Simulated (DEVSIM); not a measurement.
System: Cr/SiO2/p-Si capacitor, at 300 K.

```csv
layer (left to right),material,thickness (nm),Na (cm⁻³)
1,SiO2,2.00,-
2,Si,1900,4.4e16
```

Metal gate on the left, work function 4.5 eV. Fixed charge at the semiconductor interface 0 cm⁻² (in units of +e); no interface traps.

This is a model device: material constants are rounded textbook-type values typed into the input, and sizes, dopings and lifetimes were drawn at random. Values at 300 K.

| parameter | SiO2 | Si |
|---|---|---|
| gap (eV) | 9 | 1.124 |
| affinity (eV) | 0.9 | 4.05 |
| permittivity | 3.9 | 11.7 |
| Nc (cm⁻³) | - | 2.86e19 |
| Nv (cm⁻³) | - | 3.1e19 |

DEVSIM, 1D Poisson equation in equilibrium, Boltzmann statistics, complete ionisation; no quantum confinement or tunnelling. Metal contacts follow the ideal Schottky-Mott rule: no Fermi-level pinning, no interface dipoles.

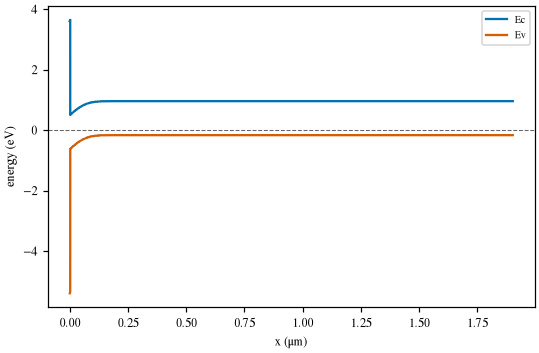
Band edges at 0.0 V on the gate

Energies count from the Fermi level of the right contact; mesh points crowd at the junctions.

```csv
x (μm),Ec (eV),Ev (eV),n (cm⁻³),p (cm⁻³),field (V/cm)
0.000,3.600,-5.400,< 1e2,< 1e2,230000
0.0007497,3.617,-5.383,< 1e2,< 1e2,230000
0.001380,3.632,-5.368,< 1e2,< 1e2,230000
0.002124,0.497,-0.627,1.3e11,9.0e8,77000
0.004046,0.511,-0.613,7.3e10,1.6e9,75000
0.006942,0.533,-0.591,3.2e10,3.7e9,73000
0.01285,0.575,-0.549,6.2e9,1.9e10,69000
0.02981,0.683,-0.441,9.6e7,1.2e12,58000
0.05786,0.818,-0.306,510000,2.3e14,39000
0.1131,0.938,-0.186,5000,2.3e16,7800
0.2218,0.954,-0.170,2600,4.4e16,37
0.5337,0.954,-0.170,2600,4.4e16,≈ 0
1.014,0.954,-0.170,2600,4.4e16,≈ 0
1.436,0.954,-0.170,2600,4.4e16,≈ 0
1.716,0.954,-0.170,2600,4.4e16,≈ 0
1.805,0.954,-0.170,2600,4.4e16,≈ 0
1.853,0.954,-0.170,2600,4.4e16,≈ 0
1.878,0.954,-0.170,2600,4.4e16,≈ 0
1.893,0.954,-0.170,2600,4.4e16,≈ 0
1.898,0.954,-0.170,2600,4.4e16,≈ 0
1.900,0.954,-0.170,2600,4.4e16,≈ 0
1.902,0.954,-0.170,2600,4.4e16,≈ 0
```
